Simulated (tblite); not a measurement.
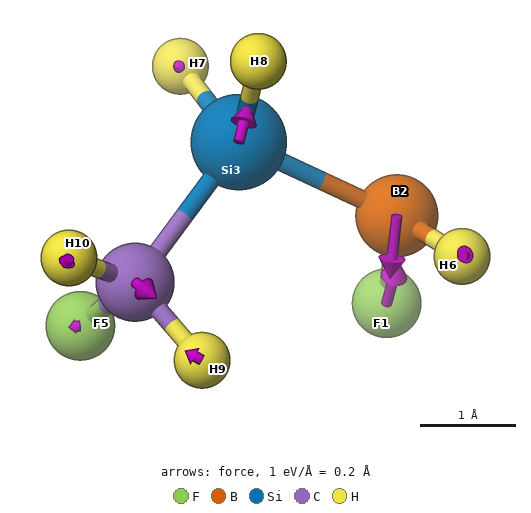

Starting geometry of CH$_{5}$BF$_{2}$Si with the computed forces as purple arrows. Style: ball-and-stick. Shown at a tilt.

Computed with GFN2-xTB geometry optimisation, gas phase (tblite). 

What follows when this structure is relaxed?

Answer. It isn't relaxed: the largest force vector, on the B atom, is 3.62 eV/Å. The final displacements follow the starting forces only in part (cosine between the two patterns 0.36). The energy falls by 21.3 kcal/mol in 109 geometry steps. The largest move after the best rigid fit is that of an F atom, 1.36 Å. Largest moves by element: F 1.36 Å, H 0.95 Å, B 0.27 Å, C 0.21 Å, Si 0.13 Å. Near-neighbour distances that change, for instance: B–F 1.455 → 1.314 Å, C–Si 1.879 → 1.929 Å, C–H 1.135 → 1.093 Å, B–Si 1.939 → 1.980 Å. Bond angles that change, for instance: Si–B–H 113.3° → 126.6°, F–C–H 115.6° → 106.2°, C–Si–H 110.8° → 103.3°. Groups turn about C–Si by about 40°.
